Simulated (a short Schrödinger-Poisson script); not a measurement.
Structure: symmetric double-gate stack, Si3N4 on p-type Si(111), at 300 K.

| layer | material | thickness (nm) | Na (cm⁻³) |
|---|---|---|---|
| 1 | Si3N4 | 5 | - |
| 2 | Si | 2 | 3e15 |
| 3 | Si3N4 | 5 | - |

The device is made up for the run: typed textbook-type constants, with dimensions and the other settings drawn at random. Si3N4: permittivity 7.5, conduction-band edge (eV) 1.95, gap (eV) 5.1, electron mass (mₑ) 0.5. Si: permittivity 11.7, conduction-band edge (eV) 0, gap (eV) 1.124, Nv at 300 K (cm⁻³) 3.1e19.

Channel valleys (confinement mass, in-plane density-of-states mass, number): Δ6 0.258, 0.358, 6. At the gates, both at one voltage, the conduction-band edge of layer 1 lies 2.22 eV − eVg above the Fermi level of the channel. Gaps are held at their typed values at every temperature. Mesh 0.03 nm at interfaces.

From a short Schrödinger-Poisson script (our own, NumPy): 1D Poisson equation in equilibrium, electrons quantum, Hartree (BenDaniel-Duke, 12 states a valley, the channel's in-plane mass for all, wave functions ending at the dielectric), parabolic valleys, classical holes, full ionisation, no traps, pinning or gate leakage.

Only gate voltages with over 1e8 electrons/cm² are shown.

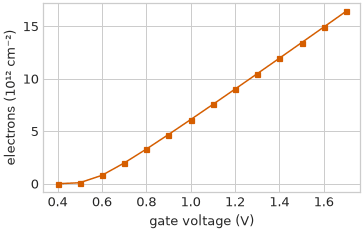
Figure. Sheet density against gate voltage

```csv
Vg (V),electrons (cm⁻²),C (μF/cm²),Δ6 E0 (meV),Δ6 E1 (meV)
0.4,2.66e9,0.0167,234.5,1326.4
0.5,9.98e10,0.500,140.8,1232.6
0.6,8.04e11,1.65,86.5,1177.6
0.7,1.98e12,2.04,62.6,1152.5
0.8,3.30e12,2.19,48.5,1137.2
0.9,4.69e12,2.26,38.7,1126.0
1,6.12e12,2.30,31.0,1116.9
1.1,7.56e12,2.33,24.7,1109.2
1.2,9.02e12,2.35,19.2,-
1.3,1.05e13,2.36,14.5,-
1.4,1.20e13,2.37,10.2,-
1.5,1.34e13,2.38,6.2,-
1.6,1.49e13,2.39,2.6,-
1.7,1.64e13,2.39,-0.8,-
```

Subbands count from the Fermi level; a dash marks a level above the dielectric's band edge. The capacitance is that of both gates.
